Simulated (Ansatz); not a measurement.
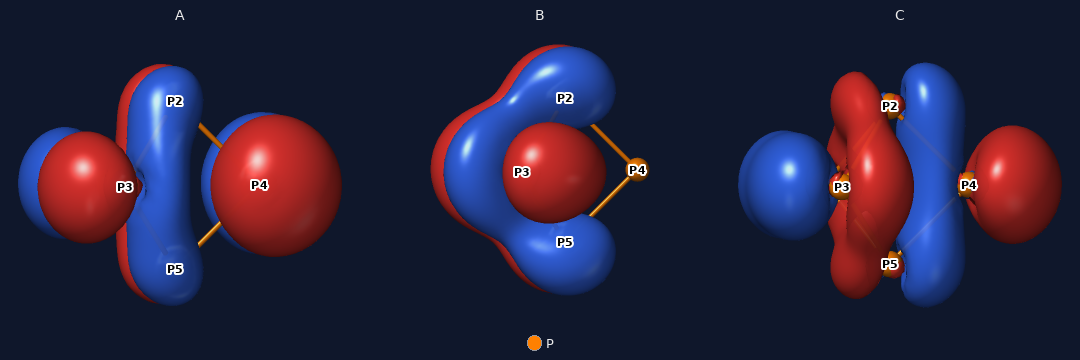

P5 (charge +1, triplet). Three frontier orbitals at ±0.08 Å⁻³ᐟ² (blue and red are the two phases), in no order.

Geometry: B3LYP-D4/def2-SVP.

Computed with UKS PBE0-D4/def2-TZVP (Ansatz 0.2.0).

```csv
atom,x (Å),y (Å),z (Å)
P,0.1045,1.4911,-0.3439
P,1.0659,-0.4148,-1.1035
P,1.0317,-0.0588,1.1349
P,-0.9895,-1.2478,-0.6888
P,-1.2126,0.2303,1.0013
```

> Order the three orbitals by energy and name them. All are α orbitals.

C is the HOMO−1 (α) (−12.40 eV). It lies mainly on P4 (about 30 %), P1 (about 20 %), P3 (about 20 %), P2 (about 10 %) and P5 (about 10 %). A is the HOMO (α) (−11.21 eV). By Hirshfeld shares it lies mainly on P4 (about 50 %), P1 (about 15 %), P3 (about 15 %), P2 (about 10 %) and P5 (about 10 %). B is the LUMO (α) (−7.40 eV). Its weight (Hirshfeld) is mainly on P1 (about 35 %), P3 (about 35 %), P2 (about 15 %) and P5 (about 15 %).

> What is the gap between the highest occupied and lowest empty α orbitals?

3.81 eV between the orbital energies.
